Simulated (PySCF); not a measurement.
## Electronic structure of C$_{4}$H$_{6}$F$_{2}$O$_{2}$Si in real space

The calculation's input:

```
{"job": {"kind": "nmr", "xc": "PBE0", "basis": "pcSseg-1"}, "charge": 0, "multiplicity": 1}
O      1.848652    -1.419262    -0.962841
C      1.842930    -1.558605     0.231221
O      1.185829    -0.818596     1.093538
C      0.488544     0.257056     0.504950
F      1.238785     1.389154     0.763776
Si    -0.088815     0.122252    -1.338473
C     -1.527114     0.978226    -0.356784
C     -0.949198     0.495509     0.981656
F     -1.512498    -0.705022     1.340952
H      2.396731    -2.351412     0.753438
H     -0.548269    -1.190472    -1.762721
H      0.734236     0.931915    -2.215565
H     -1.516380     2.064448    -0.396513
H     -2.552100     0.646498    -0.498946
H     -1.045748     1.166300     1.840400
```

Run with:

```sh
OMP_NUM_THREADS=1 python probes_run.py task.json out
```

Geometry: GFN2-xTB.

These are results of PBE0/pcSseg-1, SCF density, gas phase, non-relativistic in PySCF, not measurements.

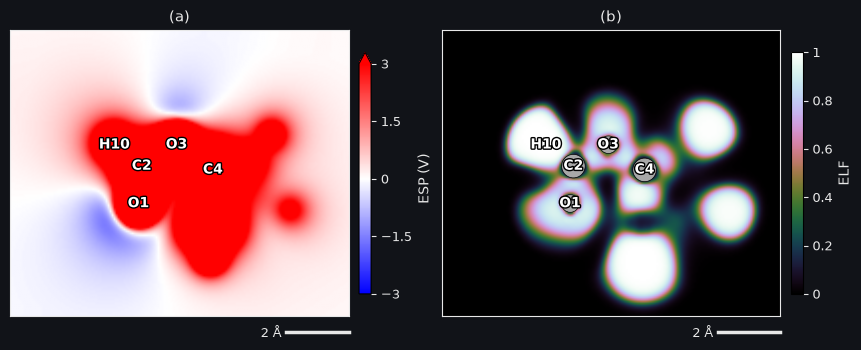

Figure 1. (a) molecular electrostatic potential; (b) electron localisation function on the plane of atoms C2, O3 and C4. Grey discs cover the atomic cores in the ELF map.

Read the bonding off the picture.

Atoms in the plane: O, C and H.
C–O (1.20 Å): the ELF peaks at about 0.85 between the atoms (a short, multiple covalent bond).
C–H (1.10 Å): the ELF climbs to about 1 towards the hydrogen, as it does in any bond to H (a covalent bond by its length).
C–O (1.31 Å): the ELF peaks at about 0.90 between the atoms; a shared but strongly polarised pair.
The ELF also peaks beside O1 and O3, away from the bonds: lone-pair regions.
Outside the dense part of the molecule the potential is most negative (−1.5 V) near O1.

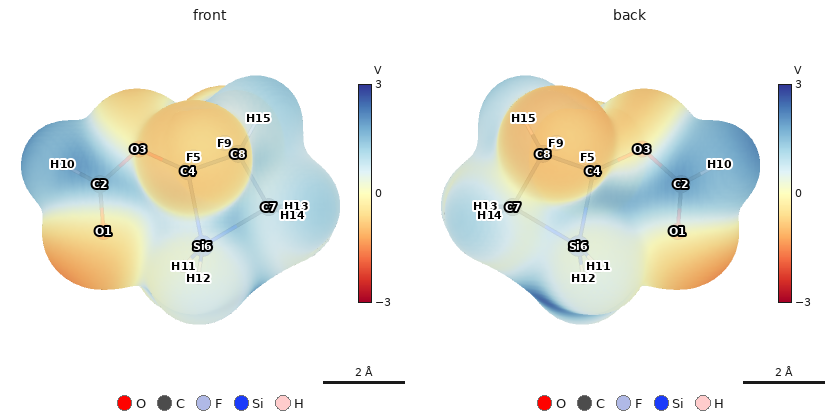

Figure 2. The molecular electrostatic potential painted on the density surface at 0.004 e/bohr³, seen from the front and from behind; the colour scale runs from red (negative) to blue (positive).

Which sites attract a positive test charge, and which a negative one?

A positive charge is drawn to the negative regions and a negative charge to the positive ones. The most negative region (about −1.3 V) lies over O1, the most positive (about +2.3 V) over Si6. O1 is the likeliest acceptor of a hydrogen bond.

What dipole moment does the calculation give?

Its dipole moment is 0.28 D.
